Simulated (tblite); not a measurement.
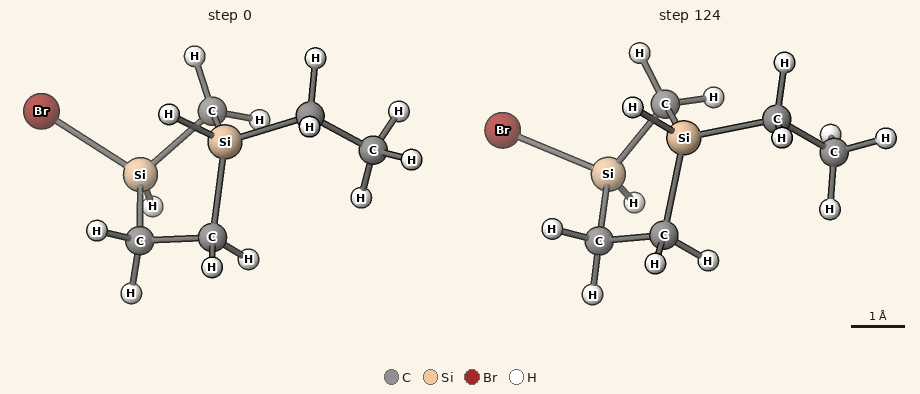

The structure of C5H13BrSi2 before (left) and after (right) a relaxation, at one scale.

The picture is a ball-and-stick view, seen at a tilt.

These are results of tblite 0.8.0, GFN2-xTB geometry optimisation, gas phase, not measurements. 

### Summarise the run.

The atom that moves furthest after the best rigid fit is an H atom (0.87 Å). Largest moves by element: H 0.87 Å, Br 0.64 Å, C 0.26 Å, Si 0.20 Å. Near-neighbour distances that change, for instance: C–Si 1.827 → 1.901 Å, C–Si 1.853 → 1.910 Å, C–C 1.495 → 1.524 Å, C–Si 1.886 → 1.915 Å. Among the angles between lasting bonds that change: Si–C–Si 98.2° → 105.0°, H–C–H 113.1° → 106.4°, Si–C–H 106.5° → 112.9°. Groups turn about C–C by about 45°. Over 124 geometry steps the energy falls by 55.2 kJ/mol. The run took 2.3 s on 1 thread of Arm Neoverse N1, on a shared host.
